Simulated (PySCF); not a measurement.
## A study: AlBr3, SMILES `Br[Al](Br)Br`

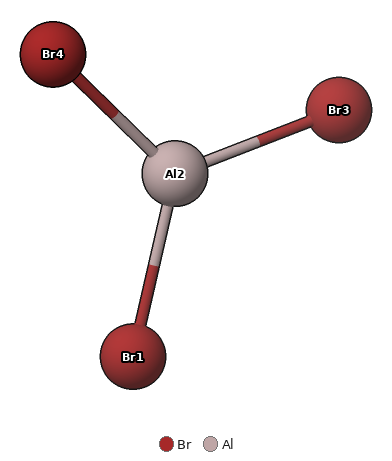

The molecule, with its atoms numbered as below. No frequency check shows the geometry to be a minimum.

Geometry (Å), atoms numbered from 1:

```
Br1      1.4839   -1.6848    0.0000
Al2     -0.0008    0.0000    0.0000
Br3      0.7173    2.1274    0.0000
Br4     -2.2009   -0.4426    0.0000
```

### 1. Bonding charge

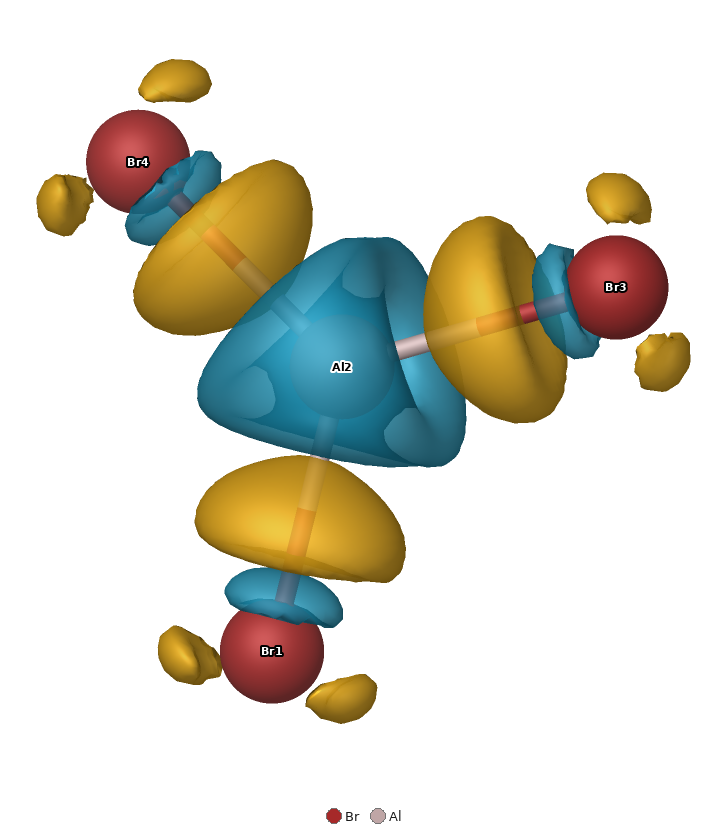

Deformation density (molecule less spherical, spin-averaged free atoms at the same positions), surfaces at ±0.04 e/Å³; yellow: gain, teal: loss.

Method: PBE/def2-TZVP; geometry: GFN2-xTB; program: PySCF.

Q: Describe the bonding that the map shows.

A: Al2–Br4: +0.07 e/Å³ at the bond critical point (bond length 2.24 Å, Mayer order 1.3). Al2–Br3 and Br1–Al2: +0.07 e/Å³ at the bond critical point (bond length 2.25 Å, Mayer order 1.3). In all, 0.9 electrons gather in the regions of gain relative to the promolecule. A small or negative value marks a very polar bond, one between electron-rich atoms, whose free-atom densities already overlap strongly, a long bond to a heavier atom, or a closed-shell contact such as a hydrogen bond.

### 2. Bond critical points

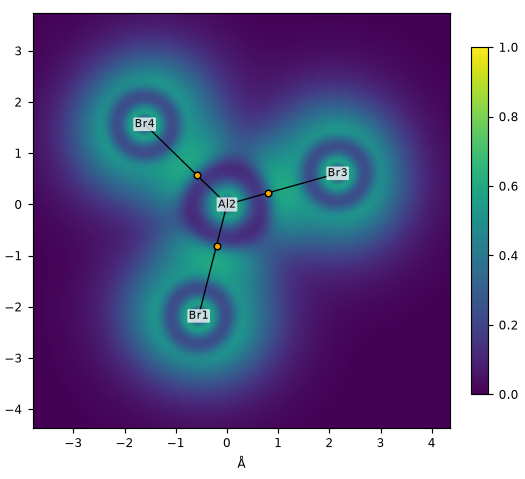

Localised orbital locator (LOL) in the molecular plane, with bond paths and bond critical points (dots).

Q: Rank the bonds in the plane by LOL at their critical points.

A: Al2–Br3 and Br1–Al2: about 0.33; Al2–Br4: about 0.33. Values above 0.5 mark slow, localised electrons, as in shared pairs; low values at a critical point mark a polar or closed-shell contact whose critical point lies between the shells.

Q: Where along Al2–Br3 does the critical point lie?

A: 0.83 Å from Al2 and 1.42 Å from Br3.

### 3. Local ionisation energy

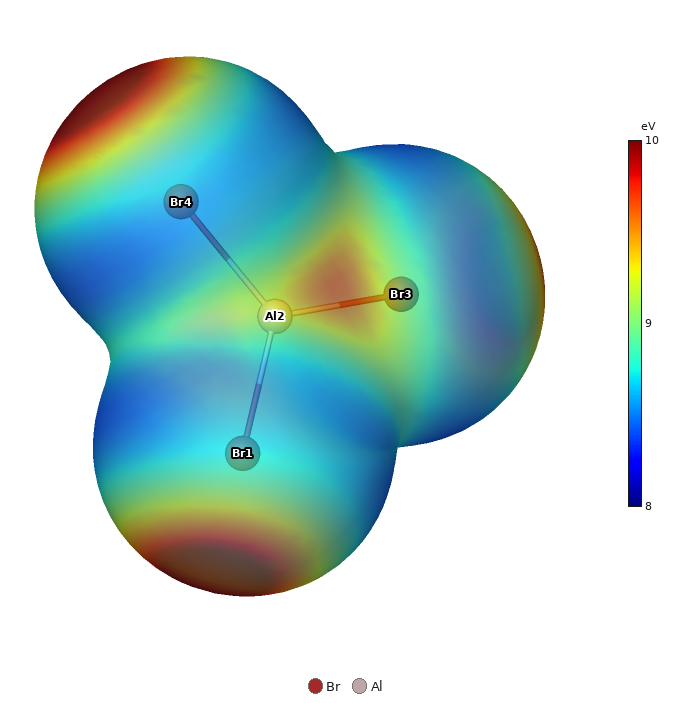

Average local ionisation energy on the surface of electron density 0.001 a.u.

Q: Locate the minima of the map.

A: The lowest value is 8.4 eV, 2.2 Å from Br3, and at like points elsewhere. For comparison, the highest occupied orbital lies at −7.4 eV.

Q: What volume does the surface enclose, and what is the dipole moment?

A: About 144 Å³; the dipole moment is 0.0 D.

### 4. In an electric field

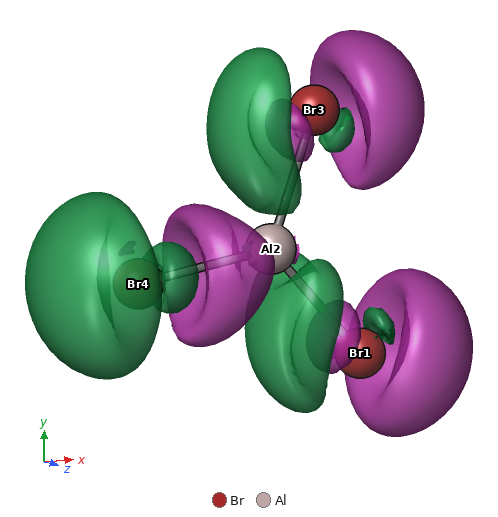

Change of the electron density in a uniform field of 0.21 V/Å, surfaces at ±0.0015 e/Å³ (green: gain, purple: loss).

Method: PBE/def2-TZVP; geometry: GFN2-xTB; program: PySCF. A basis without diffuse functions makes polarisabilities too small.

Q: Along which Cartesian direction does the field point?

A: Along +x: electrons gather on the −x side, against the field.

Q: What dipole is induced, and what polarisability does it imply?

A: The induced dipole is 0.99 D (along the field); α along this axis, from the fields in both directions, is 97 bohr³ (14.4 Å³).

Q: Which atoms gain and lose the most charge?

A: Electrons gather most on Br4 (Hirshfeld charge changes by −0.030 e) and leave Br1 most (+0.021 e); 0.070 electrons are displaced in all.

### 5. Removing or adding an electron

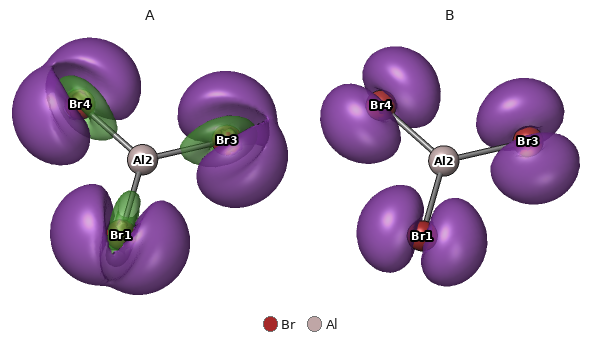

The Fukui function f⁻ from two separate SCF calculations and the density of the HOMO, at ±0.008 e/Å³ (purple positive, green negative).

Computed with PySCF, PBE/def2-TZVP, geometry: GFN2-xTB.

Q: Which panel is which, and how good is the frozen-orbital picture?

A: A is f⁻ (it has negative regions), B the HOMO density. The HOMO lies on Br1, Br3 and Br4 (32 % each); f⁻ (Hirshfeld-condensed) is largest on Br1, Br3 and Br4 (0.30 each); the vertical ionisation energy is 9.99 eV (the stability of the cation's solution wasn't checked). Relaxation shifts 6 % of the electron between atoms. The orbital energy is −7.37 eV.
